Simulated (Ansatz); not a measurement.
# C2H6Ge: what the fields show

Input file:

```
crystal:
  periodic: [false, false, false]
  atoms:
    - { symbol: C, position_ang: [-0.7421, 0.7712, -1.0623] }
    - { symbol: C, position_ang: [0.0588, 0.7632, -0.0528] }
    - { symbol: Ge, position_ang: [0.4826, -0.9103, 0.7588] }
    - { symbol: H, position_ang: [-1.1733, -0.0778, -1.4662] }
    - { symbol: H, position_ang: [-1.0351, 1.7624, -1.5475] }
    - { symbol: H, position_ang: [0.511, 1.6951, 0.324] }
    - { symbol: H, position_ang: [2.0691, -1.1459, 0.6542] }
    - { symbol: H, position_ang: [-0.2041, -2.0497, 0.0624] }
    - { symbol: H, position_ang: [0.1216, -0.8546, 2.3122] }
basis:
  gaussian: { orbitals: def2-SVP }
hamiltonian:
  xc: pbe
relax:
  f_tol: 0.015
  max_steps: 40
output:
  orbitals: {}
```

Command:

```sh
ansatz run input.yaml --threads 1 --pin off --max-ram 2048MiB --backend cpu --events-out ev --progress --plain --runs-dir out
```

The fields are those of the relaxed geometry.

Method: RKS PBE/def2-SVP (Ansatz 0.2.0).

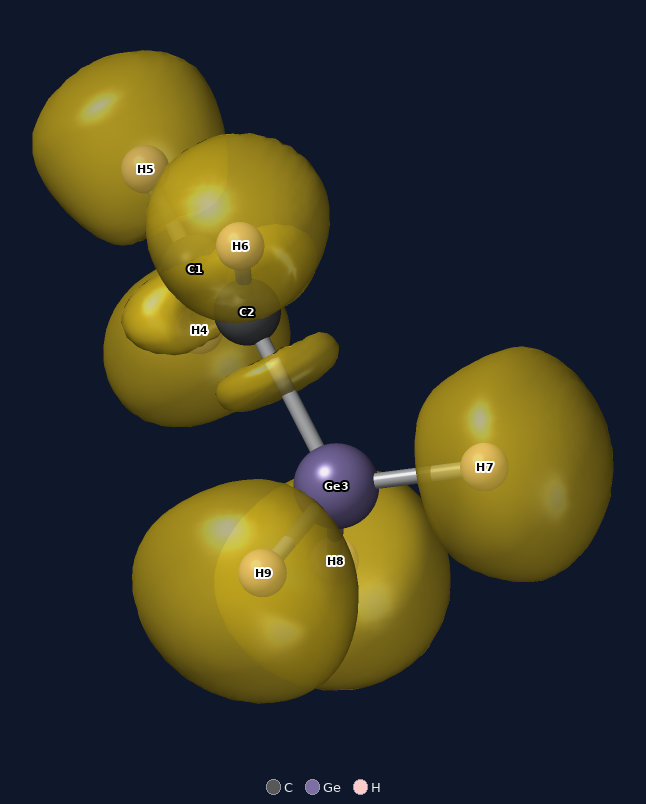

Figure 1. Isosurface of the ELF at 0.8 (yellow), seen at an oblique angle. Only the valence region is drawn (cores and ρ < 0.01 e/Å³ removed).

Describe the localisation domains.

The ELF exceeds this value in one region between bonded C–C atoms (shared pairs), six regions around hydrogen nuclei and one lobe of the valence shell of C pointing towards Ge (polar bonds). Profiles from the grid: C–C (1.35 Å): the ELF peaks at about 0.90 between the atoms: localised, covalent bonding. C–Ge (1.95 Å): the ELF peaks at about 0.95 in the valence shell of C, 0.7 Å from its nucleus, and is about 0.70 at the midpoint.

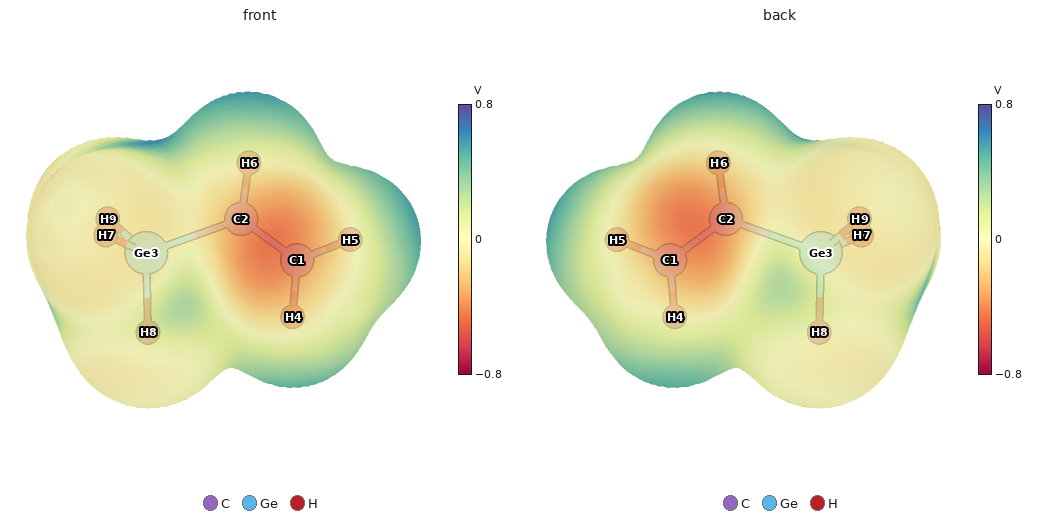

Figure 2. The molecular electrostatic potential painted on the density surface at 0.001 e/bohr³, seen from the front and from behind; the colour scale runs from red (negative) to blue (positive).

Where is the surface potential most negative and most positive?

The most negative region (about −0.5 V) lies over the π face of C1 and C2, the most positive (about +0.6 V) over Ge3, H5 and H6.

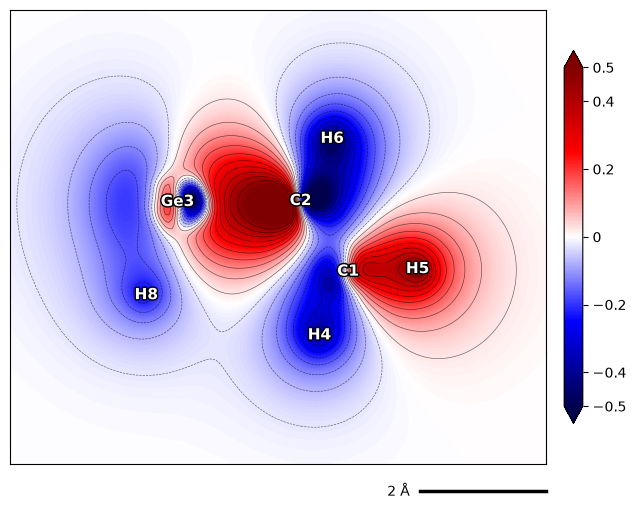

Figure 3. The HOMO−1 on the plane of atoms C1, C2 and H6 (values in Å⁻³ᐟ²; the overall sign is arbitrary).

What is the character of this orbital?

Its weight (Hirshfeld) is mainly on C2 (about 30 %), Ge3 (about 25 %), C1 (about 15 %), H6 (about 10 %) and H5 (about 10 %). Its energy is −7.44 eV.
